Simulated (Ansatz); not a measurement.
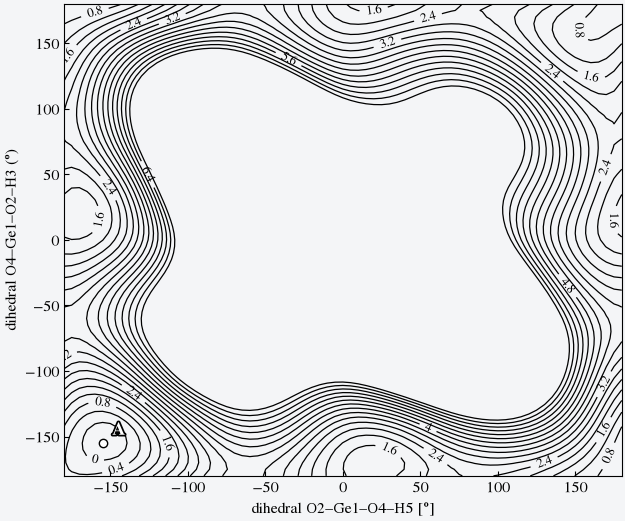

Ge(OH)2Cl2. The first coordinate is: dihedral O2–Ge1–O4–H5; the second: dihedral O4–Ge1–O2–H3. Nothing is relaxed (all other coordinates rigid). Grid: 10 × 10 points; 55 points were computed and 45 follow by symmetry. All energies are given in kJ/mol relative to the lowest grid point. Method: RKS PBE0-D4/def2-SVP in Ansatz 0.2.0.

Drawn: contour lines labelled in kJ/mol (none above 6.8), the point A. Between grid points the surface is interpolated.

Find the lowest pass out of the well at A.

Answer. The easiest path leads from the well at about dihedral O2–Ge1–O4–H5 = −155°, dihedral O4–Ge1–O2–H3 = −155° to the well at about dihedral O2–Ge1–O4–H5 = −170°, dihedral O4–Ge1–O2–H3 = 20°, about 1.6 kJ/mol higher (on a rigid scan; wells that are mirror images or exchange like atoms can differ by this much). Its highest point lies about 2.7 kJ/mol above the bottom of the first well on the interpolated surface, at about dihedral O2–Ge1–O4–H5 = 175°, dihedral O4–Ge1–O2–H3 = 85°. Seen from the upper well the barrier is about 1.1 kJ/mol. The start is the relaxed structure and all else is held, so a fully relaxed path at this level can only be lower.

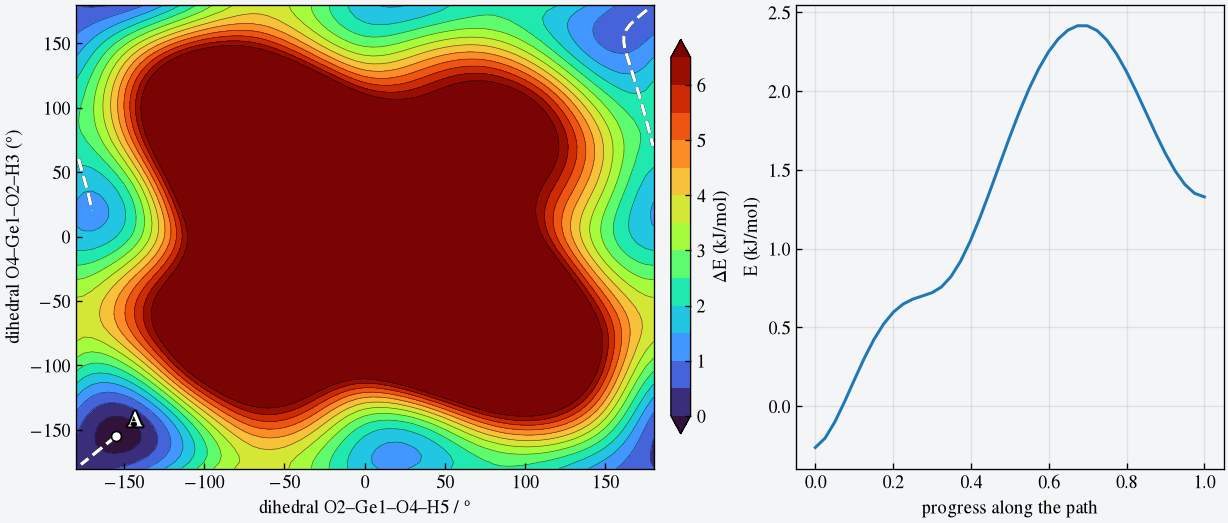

Drawn: filled contours, a line along the lowest path, one colour for all values above the top of the scale, the energy along the path at the right. Between grid points the surface is interpolated.
